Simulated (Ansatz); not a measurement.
**GaH4: nudged elastic band**

The run: nudged elastic band of GaH4, multiplicity 2. Method and program: UHF/def2-SVP (Ansatz 0.2.0).

It belongs to a series of runs on one base structure; here: band between the two ends.

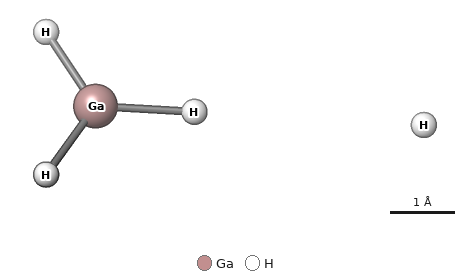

Figure 1. The structure as given in the input (ball-and-stick view, seen at a tilt). Sticks mark near contacts. Bond lengths as drawn: Ga–H 1.57 Å.

**The input**
```yaml
crystal:
  periodic: [false, false, false]
  atoms:
    - { symbol: Ga, position_ang: [0.00012, 0.000206, -0.43904] }
    - { symbol: H, position_ang: [0.00033, -0.000193, 1.134682] }
    - { symbol: H, position_ang: [1.365183, -3.8e-05, -1.224291] }
    - { symbol: H, position_ang: [-1.365171, -3.8e-05, -1.223889] }
    - { symbol: H, position_ang: [-0.000463, 6.4e-05, 4.782538] }
magnetization:
  spin_polarized: true
  initial_magnetization: 1
basis:
  gaussian: { orbitals: def2-SVP }
hamiltonian:
  xc: hf
neb:
  order_check: false
  images: 5
  f_tol: 0.03
  max_iterations: 60
  final_atoms:
    - { symbol: Ga, position_ang: [0.00012772, 1.621e-05, -1.202885] }
    - { symbol: H, position_ang: [-0.00043752, -3.46e-05, 3.73921398] }
    - { symbol: H, position_ang: [1.37674967, 4.806e-05, -1.99627583] }
    - { symbol: H, position_ang: [-1.37651233, 4.8e-05, -1.99624417] }
    - { symbol: H, position_ang: [7.146e-05, -7.667e-05, 4.48619101] }
  initial_path:
    images:
      - { positions_ang: [[0.00012, 0.000206, -0.43904], [0.00033, -0.000193, 1.134682], [1.365183, -3.8e-05, -1.224291], [-1.365171, -3.8e-05, -1.223889], [-0.000463, 6.4e-05, 4.782538]] }
      - { positions_ang: [[8.15e-05, 0.00013889, -0.29269333], [0.00021679, -0.00013159, 1.36312133], [1.36332553, -2.184e-05, -1.07785715], [-1.36331047, -2.184e-05, -1.07759619], [-0.00031436, 3.737e-05, 4.11502533]] }
      - { positions_ang: [[4.3e-05, 7.179e-05, -0.14634667], [0.00010358, -7.019e-05, 1.59156067], [1.36146807, -5.67e-06, -0.93142329], [-1.36144993, -5.67e-06, -0.93130337], [-0.00016572, 1.074e-05, 3.44751267]] }
      - { positions_ang: [[4.51e-06, 4.68e-06, 0.0], [-9.63e-06, -8.78e-06, 1.82], [1.3596106, 1.049e-05, -0.78498944], [-1.3595894, 1.049e-05, -0.78501056], [-1.708e-05, -1.589e-05, 2.78]] }
      - { positions_ang: [[4.558e-05, 8.53e-06, -0.40096167], [-0.00015226, -1.739e-05, 2.45973799], [1.36532363, 2.301e-05, -1.18875157], [-1.36523038, 2.3e-05, -1.1887551], [1.243e-05, -3.615e-05, 3.34873034]] }
      - { positions_ang: [[8.665e-05, 1.237e-05, -0.80192333], [-0.00029489, -2.6e-05, 3.09947599], [1.37103665, 3.554e-05, -1.5925137], [-1.37087135, 3.55e-05, -1.59249963], [4.195e-05, -5.641e-05, 3.91746067]] }
      - { positions_ang: [[0.00012772, 1.621e-05, -1.202885], [-0.00043752, -3.46e-05, 3.73921398], [1.37674967, 4.806e-05, -1.99627583], [-1.37651233, 4.8e-05, -1.99624417], [7.146e-05, -7.667e-05, 4.48619101]] }
```

Hardware: 1 thread of Arm Neoverse N1, 24 GiB of memory available, shared host.

Command:
```bash
ansatz run input.yaml --threads 1 --pin off --max-ram 2048MiB --backend cpu --events-out ev --progress --plain --runs-dir out
```

**What the program printed**
```
Engine: ansatz 0.2.0, aarch64-unknown-linux-gnu
Functional definition: HF
  exchange = exact_x
  correlation = 0
560 factors; integrals over basis functions are off by at most 3.4e-4 eV
mean field evaluation 1: about -52387.1068 eV, gradient 7.7e0 eV
mean field evaluation 2: about -52387.1146 eV, gradient 7.8e0 eV
mean field evaluation 4: about -52387.7076 eV, gradient 1.6e0 eV
mean field evaluation 8: about -52387.7186 eV, gradient 2.4e-4 eV
mean field -52387.71863657 eV, -1925.2131502230 hartree, gradient 2.5e-5 eV, S^2 0.750001; 0 other end points of the search recorded, 0 dependent functions left out
the calculation of the forces begins
reference -52387.71863657 eV, -1925.2131502230 hartree; 18, 17 occupied and 34, 35 virtual orbitals, 560 factors
555 factors; integrals over basis functions are off by at most 3.2e-4 eV
mean field evaluation 16: about -52388.4392 eV, gradient 3.8e-1 eV
mean field -52388.44388423 eV, -1925.2398025826 hartree, gradient 1.2e-5 eV, S^2 0.754247; 0 other end points of the search recorded, 0 dependent functions left out
[... from here on the field's lines of each further geometry are left out, up to the last ...]
NEB iter   1: max|band force component| = 3.693e0 eV/Å  barrier→ = 0.3487 eV  barrier← = 1.0740 eV  Δτ_max = 0.2000 Å  (242 SCF iters)
NEB iter   2: max|band force component| = 4.066e0 eV/Å  barrier→ = 0.1414 eV  barrier← = 0.8666 eV  Δτ_max = 0.1009 Å  (152 SCF iters)
NEB iter   3: max|band force component| = 1.105e0 eV/Å  barrier→ = 0.1139 eV  barrier← = 0.8392 eV  Δτ_max = 0.2000 Å  (150 SCF iters)
NEB iter   4: max|band force component| = 1.417e1 eV/Å  barrier→ = 1.0747 eV  barrier← = 1.7999 eV  Δτ_max = 0.0912 Å  (168 SCF iters)
NEB iter   5: max|band force component| = 7.185e0 eV/Å  barrier→ = 0.4537 eV  barrier← = 1.1789 eV  Δτ_max = 0.1946 Å  (152 SCF iters)
NEB iter   6: max|band force component| = 3.031e0 eV/Å  barrier→ = 0.2181 eV  barrier← = 0.9433 eV  Δτ_max = 0.0410 Å  (151 SCF iters)
NEB iter   7: max|band force component| = 9.760e-1 eV/Å  barrier→ = 0.2100 eV  barrier← = 0.9353 eV  Δτ_max = 0.0367 Å  (130 SCF iters)
NEB iter   8: max|band force component| = 4.122e-1 eV/Å  barrier→ = 0.2049 eV  barrier← = 0.9301 eV  CI = image 2  Δτ_max = 0.0460 Å  (134 SCF iters)
NEB iter   9: max|band force component| = 5.882e-1 eV/Å  barrier→ = 0.2204 eV  barrier← = 0.9457 eV  CI = image 2  Δτ_max = 0.0989 Å  (145 SCF iters)
NEB iter  10: max|band force component| = 7.251e-1 eV/Å  barrier→ = 0.2800 eV  barrier← = 1.0052 eV  CI = image 2  Δτ_max = 0.0884 Å  (146 SCF iters)
NEB iter  11: max|band force component| = 7.633e-1 eV/Å  barrier→ = 0.3483 eV  barrier← = 1.0735 eV  CI = image 2  Δτ_max = 0.2000 Å  (164 SCF iters)
NEB iter  12: max|band force component| = 3.265e-1 eV/Å  barrier→ = 0.4680 eV  barrier← = 1.1933 eV  CI = image 2  Δτ_max = 0.1394 Å  (171 SCF iters)
NEB iter  13: max|band force component| = 7.599e-1 eV/Å  barrier→ = 0.4934 eV  barrier← = 1.2186 eV  CI = image 2  Δτ_max = 0.0710 Å  (167 SCF iters)
NEB iter  14: max|band force component| = 2.153e-1 eV/Å  barrier→ = 0.4615 eV  barrier← = 1.1867 eV  CI = image 2  Δτ_max = 0.1386 Å  (162 SCF iters)
NEB iter  15: max|band force component| = 2.220e-1 eV/Å  barrier→ = 0.4555 eV  barrier← = 1.1808 eV  CI = image 2  Δτ_max = 0.1436 Å  (163 SCF iters)
NEB iter  16: max|band force component| = 7.249e-1 eV/Å  barrier→ = 0.4562 eV  barrier← = 1.1814 eV  CI = image 2  Δτ_max = 0.0716 Å  (159 SCF iters)
NEB iter  17: max|band force component| = 7.426e-1 eV/Å  barrier→ = 0.4561 eV  barrier← = 1.1813 eV  CI = image 2  Δτ_max = 0.0357 Å  (151 SCF iters)
NEB iter  18: max|band force component| = 1.569e-1 eV/Å  barrier→ = 0.4559 eV  barrier← = 1.1811 eV  CI = image 2  Δτ_max = 0.0716 Å  (161 SCF iters)
NEB iter  19: max|band force component| = 7.280e-2 eV/Å  barrier→ = 0.4558 eV  barrier← = 1.1811 eV  CI = image 2  Δτ_max = 0.1429 Å  (154 SCF iters)
NEB iter  20: max|band force component| = 1.165e-1 eV/Å  barrier→ = 0.4558 eV  barrier← = 1.1811 eV  CI = image 2  Δτ_max = 0.0715 Å  (141 SCF iters)
NEB iter  21: max|band force component| = 8.462e-2 eV/Å  barrier→ = 0.4558 eV  barrier← = 1.1811 eV  CI = image 2  Δτ_max = 0.0716 Å  (141 SCF iters)
NEB iter  22: max|band force component| = 8.084e-1 eV/Å  barrier→ = 0.4558 eV  barrier← = 1.1811 eV  CI = image 2  Δτ_max = 0.0355 Å  (138 SCF iters)
NEB iter  23: max|band force component| = 1.545e-1 eV/Å  barrier→ = 0.4558 eV  barrier← = 1.1811 eV  CI = image 2  Δτ_max = 0.0708 Å  (135 SCF iters)
NEB iter  24: max|band force component| = 3.356e-2 eV/Å  barrier→ = 0.4558 eV  barrier← = 1.1811 eV  CI = image 2  Δτ_max = 0.1393 Å  (147 SCF iters)
NEB iter  25: max|band force component| = 6.570e-2 eV/Å  barrier→ = 0.4558 eV  barrier← = 1.1811 eV  CI = image 2  Δτ_max = 0.0713 Å  (144 SCF iters)
NEB iter  26: max|band force component| = 4.210e-1 eV/Å  barrier→ = 0.4558 eV  barrier← = 1.1811 eV  CI = image 2  Δτ_max = 0.0352 Å  (142 SCF iters)
NEB iter  27: max|band force component| = 1.689e-1 eV/Å  barrier→ = 0.4558 eV  barrier← = 1.1811 eV  CI = image 2  Δτ_max = 0.0610 Å  (127 SCF iters)
the calculation of the forces begins
reference -52388.44278518 eV, -1925.2397621936 hartree; 18, 17 occupied and 34, 35 virtual orbitals, 557 factors
564 factors; integrals over basis functions are off by at most 4.7e-4 eV
mean field evaluation 928: about -52387.2628 eV, gradient 7.9e-6 eV
mean field -52387.26281091 eV, -1925.1963989390 hartree, gradient 9.6e-6 eV, S^2 0.780265; 1 other end points of the search recorded, 0 dependent functions left out
the calculation of the forces begins
reference -52387.26281091 eV, -1925.1963989390 hartree; 18, 17 occupied and 34, 35 virtual orbitals, 564 factors
NEB iter  28: max|band force component| = 2.765e-2 eV/Å  barrier→ = 0.4558 eV  barrier← = 1.1811 eV  CI = image 2  Δτ_max = 0.0000 Å  (311 SCF iters)
```

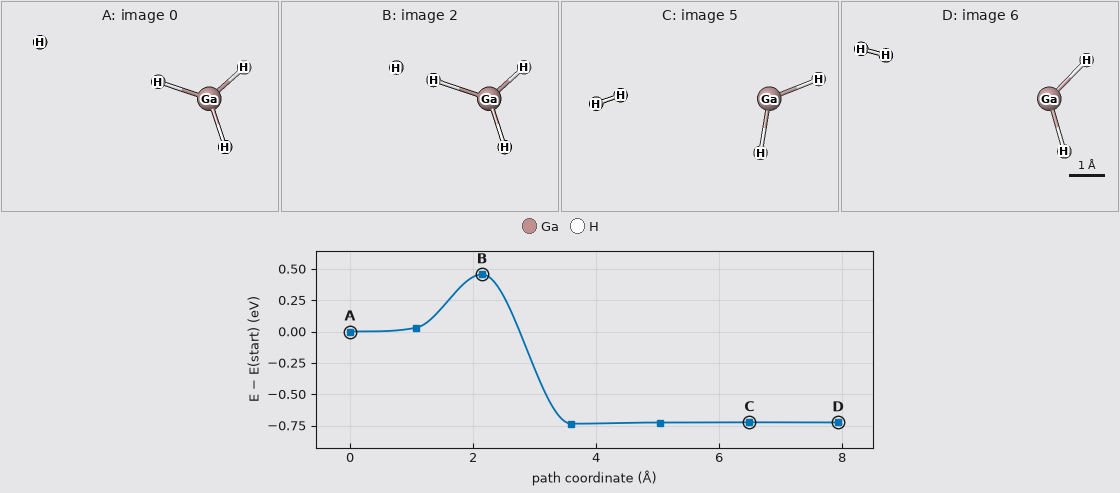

Figure 2. Images of the last band (counted from 0; ball-and-stick, seen at a tilt) above the energy along the path; the line is a cubic interpolation that uses the forces. The highest image is number 2, 0.456 eV above the start and 1.181 eV above the end (the climbing image); the end lies 0.725 eV below the start. The path is 7.94 Å long. The band converged in 28 iterations.

```
Total energy: -52387.26281091 eV, -1925.1963989390 hartree
Atom 0 at     0.000197    -0.000106     0.000117 Å, force    -0.000373    -0.000017    -0.000032 eV/Å
Atom 1 at    -0.000519     0.000342     1.720008 Å, force     0.000424    -0.000041     0.000124 eV/Å
Atom 2 at     1.372736     0.001748    -0.777897 Å, force     0.000153     0.000013     0.000046 eV/Å
Atom 3 at    -1.371802    -0.002452    -0.778862 Å, force    -0.000057     0.000013    -0.000124 eV/Å
Atom 4 at    -0.000613     0.000468     2.866634 Å, force    -0.000147     0.000032    -0.000013 eV/Å
Dipole moment:     0.000076    -0.000009    -0.126705 e Å
this run last wrote the band of iteration 28 to [file]
```

**The last band as extended XYZ (Å, eV, eV/Å)**
```
5
Properties=species:S:1:pos:R:3:forces:R:3 image=0 energy=-52387.71864
Ga    0.0001    0.0002   -0.4390    0.0000  -0.0018  -0.0069
H     0.0003   -0.0002    1.1347    0.0000   0.0006   0.0087
H     1.3652    0.0000   -1.2243   -0.0108   0.0006  -0.0022
H    -1.3652    0.0000   -1.2239    0.0107   0.0006  -0.0023
H    -0.0005    0.0001    4.7825    0.0000   0.0000   0.0027
5
Properties=species:S:1:pos:R:3:forces:R:3 image=1 energy=-52387.68853
Ga    0.0012    0.0008   -0.1997    0.0026  -0.0023  -0.0202
H     0.0054    0.0030    1.3721   -0.0001   0.0009  -0.0294
H     1.3649    0.0012   -0.9853   -0.0021   0.0007  -0.0179
H    -1.3664   -0.0028   -0.9783    0.0000   0.0007  -0.0185
H    -0.0051   -0.0021    3.8212   -0.0003  -0.0001   0.0860
5
Properties=species:S:1:pos:R:3:forces:R:3 image=2 energy=-52387.26281
Ga    0.0002   -0.0001    0.0001   -0.0004   0.0000   0.0000
H    -0.0005    0.0003    1.7200    0.0004   0.0000   0.0001
H     1.3727    0.0017   -0.7779    0.0002   0.0000   0.0000
H    -1.3718   -0.0025   -0.7789   -0.0001   0.0000  -0.0001
H    -0.0006    0.0005    2.8666   -0.0001   0.0000   0.0000
5
Properties=species:S:1:pos:R:3:forces:R:3 image=3 energy=-52388.45382
Ga    0.0271   -0.5428   -0.6611    0.0036  -0.0020   0.0011
H    -0.1404   -0.3204    2.5900   -0.0024  -0.0044   0.0015
H     1.3709    0.3044   -0.6468    0.0028   0.0006  -0.0003
H    -1.3783    0.1963   -0.6875   -0.0076   0.0017  -0.0031
H     0.1208    0.3625    2.4353    0.0037   0.0041   0.0007
5
Properties=species:S:1:pos:R:3:forces:R:3 image=4 energy=-52388.44450
Ga    0.2369   -0.5187   -0.9078    0.0036   0.0012  -0.0063
H    -0.1014   -0.3353    3.0708   -0.0064   0.0291   0.0082
H     1.3171    0.3310   -1.7070   -0.0031  -0.0019   0.0071
H    -1.1534    0.1372   -0.5072   -0.0037   0.0010  -0.0050
H    -0.2992    0.3858    3.0813    0.0096  -0.0293  -0.0040
5
Properties=species:S:1:pos:R:3:forces:R:3 image=5 energy=-52388.44278
Ga    0.4208   -0.0633   -0.9941   -0.0002  -0.0008  -0.0022
H    -0.0558   -0.0786    3.3518   -0.0007   0.0002   0.0004
H     1.1833    0.0459   -2.3839    0.0002   0.0005  -0.0014
H    -1.1657    0.0161   -0.9482    0.0010   0.0001   0.0004
H    -0.3827    0.0799    4.0044   -0.0002   0.0000   0.0027
5
Properties=species:S:1:pos:R:3:forces:R:3 image=6 energy=-52388.44388
Ga    0.0001    0.0000   -1.2029    0.0000   0.0000   0.0013
H    -0.0004    0.0000    3.7392    0.0000   0.0000   0.0002
H     1.3767    0.0000   -1.9963    0.0009   0.0000  -0.0009
H    -1.3765    0.0000   -1.9962   -0.0009   0.0000  -0.0009
H     0.0001   -0.0001    4.4862    0.0000   0.0000   0.0004
```

**Results in brief**

| quantity | value |
| --- | --- |
| outcome | converged |
| barrier, forward | 0.456 eV |
| barrier, backward | 1.181 eV |
| wall time | 2.2 min |
| peak memory | 0.1 GiB |

The order of the saddle point was not checked.
